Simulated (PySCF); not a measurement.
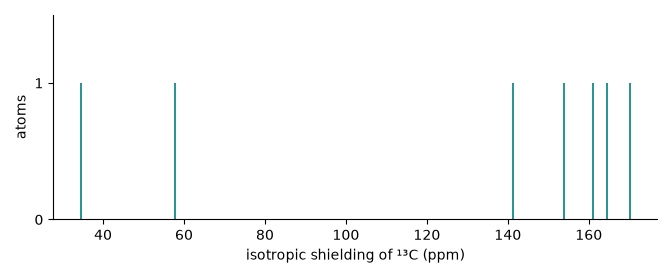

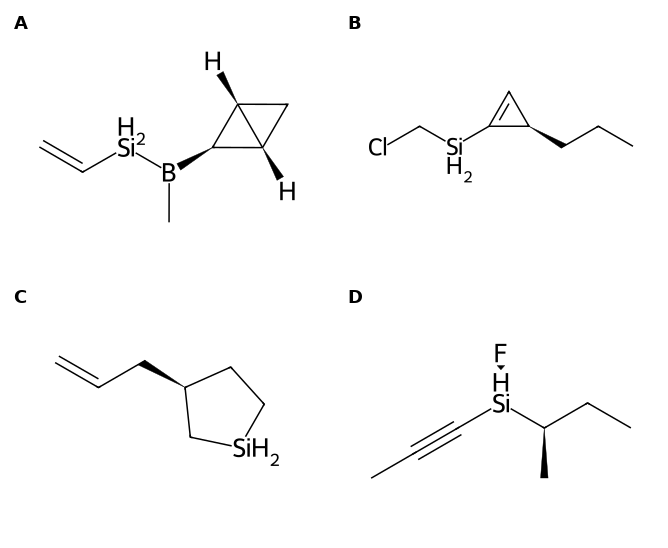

The sticks are computed shieldings of one of the molecules, for one fixed geometry (GFN2-xTB) without averaging over rotations. Low shielding means a high chemical shift. Method: GIAO PBE0/pcSseg-1 NMR shielding, non-relativistic, gas phase (PySCF 2.14.0).

### Which molecule gives this pattern?

B, `CCC[C@@H]1C=C1[SiH2]CCl`. Its 7 C atoms give lines at 34.5, 57.7, 141.2, 153.8, 161.0, 164.5, 170.2 ppm.

The geometry is semi-empirical. Around B, Si such bond lengths and angles can be off by a tenth of an ångström or more and by several degrees, and values that hang on the shape move with them.
